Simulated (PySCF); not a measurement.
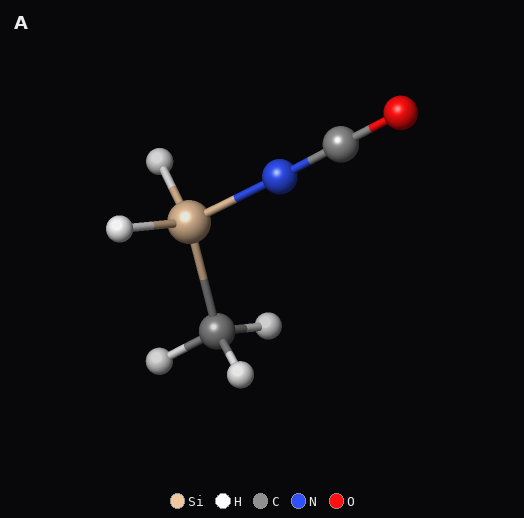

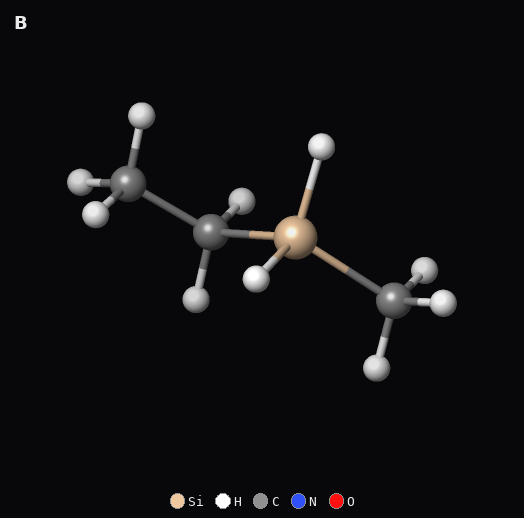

Two related species, optimised with PBE0-D3(BJ)/def2-SVP; properties computed with PySCF 2.14.0. Both: charge 0, singlet.

Question: What are A and B?

Answer: A is SiH2Me(NCO) (C[SiH2]N=C=O), B is SiH2MeEt (CC[SiH2]C).

Compare them. With ωB97X-D/def2-SVPD: dipole moment (D), HOMO–LUMO gap (eV), HOMO energy (Kohn–Sham orbital) (eV), lowest vertical singlet excitation (eV), mean static polarisability (bohr³). With ωB97X-D/pcSseg-1: shielding of Si (ppm). With PBE0/pcSseg-1: Hirshfeld charge of Si (e), IAO charge of Si (e). With PBE0-D3(BJ)/def2-SVP: mean Si–C length (Å), mean Si–H length (Å).

```csv
quantity,A,B
dipole moment (D),2.83,0.82
HOMO–LUMO gap (eV),12.22,12.35
HOMO energy (Kohn–Sham orbital) (eV),−10.38,−10.11
lowest vertical singlet excitation (eV),7.35,8.10
mean static polarisability (bohr³),60.9,66.4
shielding of Si (ppm),394.5,384.1
Hirshfeld charge of Si (e),0.41,0.34
IAO charge of Si (e),0.93,0.77
mean Si–C length (Å),1.866,1.885
mean Si–H length (Å),1.492,1.500
```

Each is one conformer, and no frequency run is at hand to confirm it as a minimum.
